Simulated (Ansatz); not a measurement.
Level of theory: PBE (plane waves to 420 eV, PAW; Ansatz, an electronic-structure program).

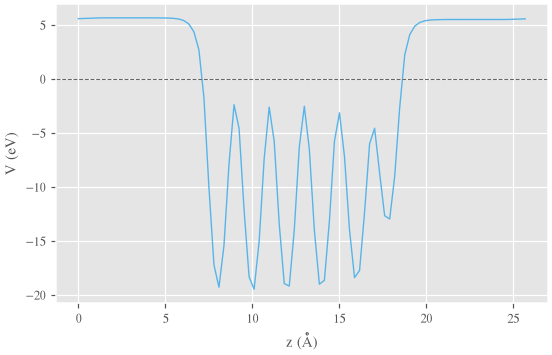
Fig. 1. Planar average of the electrostatic potential across the slab, in eV from the Fermi level, for the (100) surface of fcc Pt, one row in 4 of the top plane missing (bottom of the slab: a bare face, its two planes held)

Set-up: 23 atoms, 9.9 Å thick at the start (thin: gaps and levels are the slab's own); mesh 13x4x1; 0.1 eV smearing; dipole correction on; 8 atoms held, the rest relaxed; start symmetry kept, larger cells not searched; no spin, no spin-orbit, no U. It is one candidate, not shown to be the stable structure of the face.

The vacuum level lies 5.51 eV above the Fermi level over the top face and 5.67 eV above it under the bottom face.
